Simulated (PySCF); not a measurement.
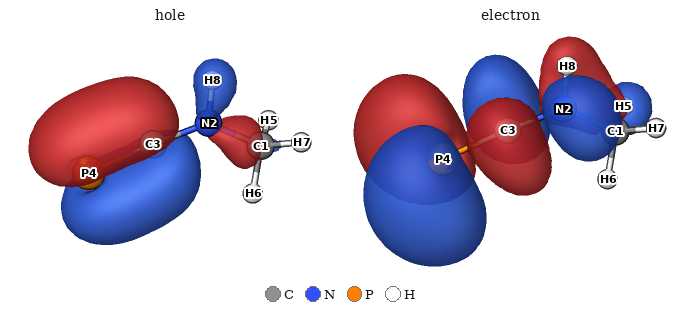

Figure 1: C2H4NP, SMILES `CNC#P`. Leading natural transition orbital pair of S₄ (full linear response singlet states); the surfaces enclose about 85 % of each orbital's density.

Method: PBE0/6-311+G**; geometry: GFN2-xTB; program: PySCF. No frequency check shows the geometry to be a minimum. GFN2-xTB bond lengths at metals and heavier atoms can be off by up to 0.1 Å and shapes distorted, which carries into these values.

Coordinates in Å:

```
C1       2.0595   -0.4413   -0.0129
N2       1.0276    0.5684    0.0673
C3      -0.2486    0.2549   -0.0075
P4      -1.7556   -0.1495   -0.0037
H5       2.3745   -0.6306   -1.0457
H6       1.6755   -1.3689    0.4081
H7       2.9262   -0.1186    0.5658
H8       1.2985    1.4996   -0.2216
```

Q: Give its energy and the atoms that hole and electron lie on.

A: 5.62 eV (221 nm), f = 0.001 (very weak); the leading pair carries 99 %; hole on P4 (48 %), C3 (40 %) and N2 (5 %), electron on P4 (48 %), C3 (33 %) and N2 (13 %); their centroids lie 0.1 Å apart. In canonical orbitals it is mainly HOMO−1 → LUMO+2 (60 %). The HOMO–LUMO gap is 5.02 eV.
